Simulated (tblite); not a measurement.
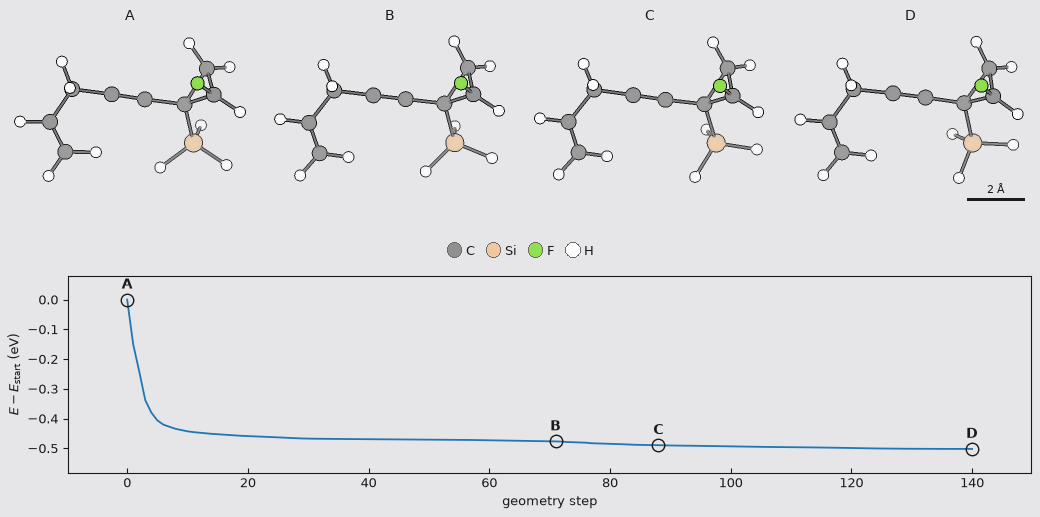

Frames of a relaxation of C$_{8}$H$_{11}$FSi, marked on the history of the run. The picture is a ball-and-stick view, seen at a tilt.

Theory: tblite, GFN2-xTB geometry optimisation, gas phase. 

Q: What happens along the run?

A: The atom that moves furthest after the best rigid fit is an H atom (1.08 Å). Largest moves by element: H 1.08 Å, F 0.18 Å, C 0.14 Å, Si 0.03 Å. Some distances before and after: C–C 1.476 → 1.429 Å, C–Si 1.852 → 1.895 Å, C–C 1.466 → 1.503 Å, C–H 1.114 → 1.078 Å. Bond angles that change, for instance: F–C–H 119.2° → 109.6°, C–C–F 112.5° → 119.1°, C–C–H 114.7° → 108.9°. Groups turn about C–Si by about 50°. After 140 geometry steps the energy has fallen by 0.502 eV. From step 0 to 71: H atoms move most (0.37 Å), energy −0.477 eV. From step 71 to 88: an H atom moves most (0.45 Å), energy −0.013 eV. From step 88 to 140: an H atom moves most (0.54 Å), energy −0.013 eV.

| step | E − E(0), eV |
| --- | --- |
| 0 | 0.0000 |
| 1 | -0.1506 |
| 2 | -0.2416 |
| 3 | -0.3380 |
| 4 | -0.3796 |
| 5 | -0.4060 |
| 6 | -0.4204 |
| 7 | -0.4272 |
| 8 | -0.4343 |
| 9 | -0.4387 |
| 10 | -0.4428 |
| 17 | -0.4552 |
| 24 | -0.4622 |
| 31 | -0.4676 |
| 37 | -0.4688 |
| 44 | -0.4698 |
| 51 | -0.4707 |
| 58 | -0.4722 |
| 65 | -0.4743 |
| 72 | -0.4774 |
| 78 | -0.4835 |
| 85 | -0.4885 |
| 92 | -0.4908 |
| 99 | -0.4932 |
| 106 | -0.4953 |
| 113 | -0.4967 |
| 119 | -0.4984 |
| 126 | -0.5008 |
| 133 | -0.5017 |
| 140 | -0.5020 |
